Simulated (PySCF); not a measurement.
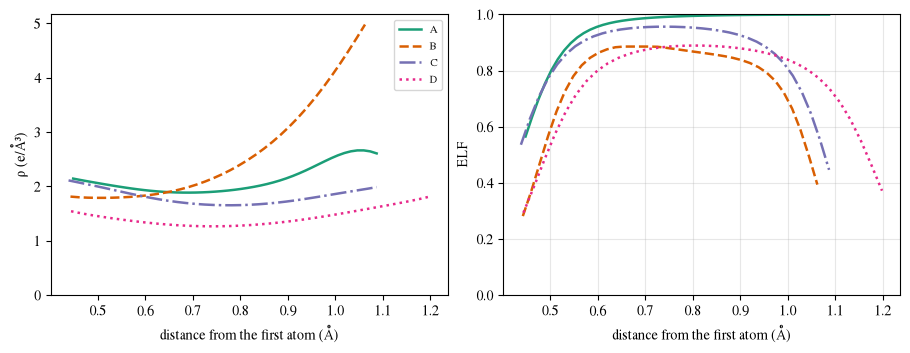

The picture shows: C$_{4}$H$_{7}$ClO. Total electron density and ELF along straight lines between neighbouring atoms. The curves leave out the atomic cores.

Geometry: GFN2-xTB.

The calculation used PBE0/pcSseg-1, SCF density, gas phase, non-relativistic in PySCF.

| atom | x (Å) | y (Å) | z (Å) |
| --- | --- | --- | --- |
| Cl | -2.0226 | -1.3784 | -0.9442 |
| C | -0.8256 | -0.5880 | 0.1019 |
| C | 0.6113 | -0.8193 | -0.3556 |
| C | 1.3003 | 0.3963 | 0.2599 |
| O | 0.3667 | 1.4603 | 0.1802 |
| C | -0.9460 | 0.9407 | 0.0656 |
| H | -0.9883 | -0.9759 | 1.1098 |
| H | 0.6635 | -0.7779 | -1.4440 |
| H | 1.0232 | -1.7637 | -0.0095 |
| H | 2.2025 | 0.7007 | -0.2732 |
| H | 1.5550 | 0.2053 | 1.3126 |
| H | -1.5644 | 1.3250 | 0.8831 |
| H | -1.3755 | 1.2750 | -0.8866 |

Which curve belongs to which contact (C–C, C–Cl, C–H and C–O)? The first atom named is at distance zero.

Curve A: C–H (1.09 Å): ρ is about 2 e/Å³ halfway; the ELF climbs to about 1 towards the hydrogen, as it does in any bond to H (an ordinary covalent bond to hydrogen). Curve B: C–O (1.42 Å): ρ at the midpoint is about 2 e/Å³, with its minimum of 1.8 e/Å³ about 0.5 Å from C; the ELF peaks at about 0.90 between the atoms, as expected for a shared but strongly polarised pair. Curve C: C–C (1.53 Å): ρ is about 1.7 e/Å³ halfway; the ELF peaks at about 0.95 between the atoms, as expected for a covalent bond. Curve D: C–Cl (1.78 Å): the density is about 1.3 e/Å³ at the midpoint; the ELF peaks at about 0.90 between the atoms: a covalent bond.
